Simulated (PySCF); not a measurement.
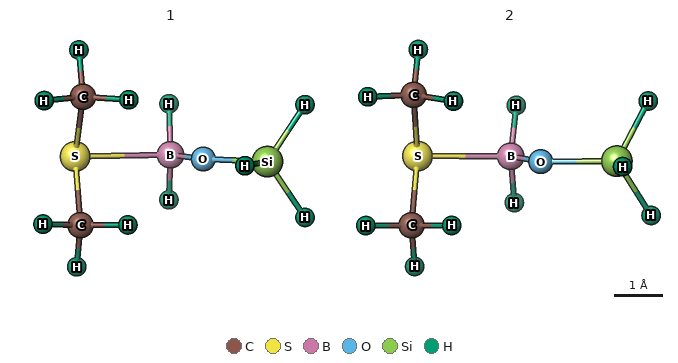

Two geometries of C₂H₁₁BOSSi, drawn at one scale. One is the start of a relaxation, the other its converged end. Style: ball-and-stick. Shown face on.

Method: PBE0-D3(BJ)/def2-SVP geometry optimisation, gas phase in PySCF 2.14.0, density-fitted response routines. 

Question: Which one is relaxed?

Answer: Structure 2 is the relaxed one. The start comes from GFN2-xTB. Its atoms were then displaced at random by about 0.01 Å. The energy falls by 7.03 kcal/mol in 9 geometry steps. The largest move after the best rigid fit is that of an H atom, 0.82 Å. Largest moves by element: H 0.82 Å, O 0.39 Å, B 0.28 Å, Si 0.23 Å, C 0.18 Å, S 0.07 Å. Some distances before and after: B–S 2.128 → 2.010 Å, B–O 1.363 → 1.435 Å, O–Si 1.592 → 1.649 Å, B–H 1.173 → 1.228 Å. Bond angles that change, for instance: B–O–Si 152.1° → 129.0°, O–Si–H 102.9° → 107.5°, C–S–B 97.6° → 100.9°.
